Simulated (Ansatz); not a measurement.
The compound is KNiF3 (cubic perovskite) (Pm-3m).

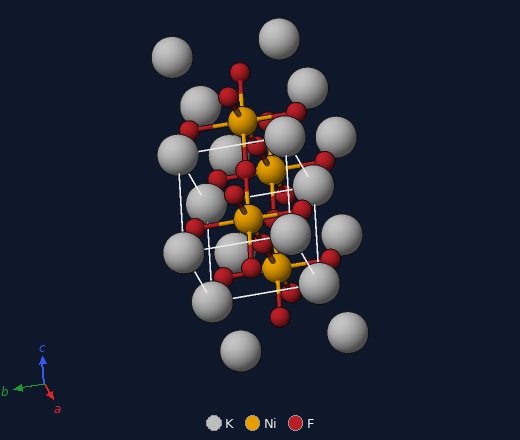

The structure (potassium light grey, nickel orange, fluorine red). 2×1×2 cells are drawn. Some periodic images of atoms are drawn too.

```yaml
crystal:
  lattice:
    - [0.00000, -3.87497, 0.00000]
    - [0.00000, 0.00000, 3.87497]
    - [-3.87497, 0.00000, 0.00000]
  atoms:
    - { symbol: K, position: [0.00000, 0.00000, 0.00000] }
    - { symbol: Ni, position: [0.50000, 0.50000, 0.50000] }
    - { symbol: F, position: [0.50000, 0.50000, 0.00000] }
    - { symbol: F, position: [0.50000, 0.00000, 0.50000] }
    - { symbol: F, position: [0.00000, 0.50000, 0.50000] }
```

The structure was relaxed with LDA. The structure type comes from a generator and need not be one that this composition takes. The structure was generated from a model, not taken from a measurement. The runs that relaxed it are not among those shown. The program's search for lower electronic states was switched off, so nothing shows that the state found is the lowest. PAW set soft_2, made with PBE.

A constrained-RPA run (Ansatz 0.2.0; non-magnetic LDA; Ni d, bands v4 to c1, 6×6×6 mesh, medium accuracy) builds 5 functions on bands 2.8 eV wide, with 8.0 electrons in the window. The bare on-site interaction is 23.2 eV and the bare J 0.78 eV.

**Question.** Estimate U, U′ and J.

On the Ni d shell, U = 8.28 eV (36 % of the bare value), U′ = 6.98 eV, J = 0.65 eV.

The parent state is non-magnetic and the interaction static (zero frequency); U depends on the window and the orbitals, so it belongs to this model alone.

[Paths, hosts, dates, memory and timing lines, banners, echoed tables and standing remarks are left out of the program output.]

[Logs are printed without paths, hosts, clocks, repeated set-up lines and the standing remarks that a program may print on its own settings, such as how far it seeks lower states.]

[Runs of the session that timed out or met a known fault of the program may be left out.]

[Hosts, paths, dates, database ids (printed as entryN), source tags and the programs' standing remarks are cut or masked in the printed files.]
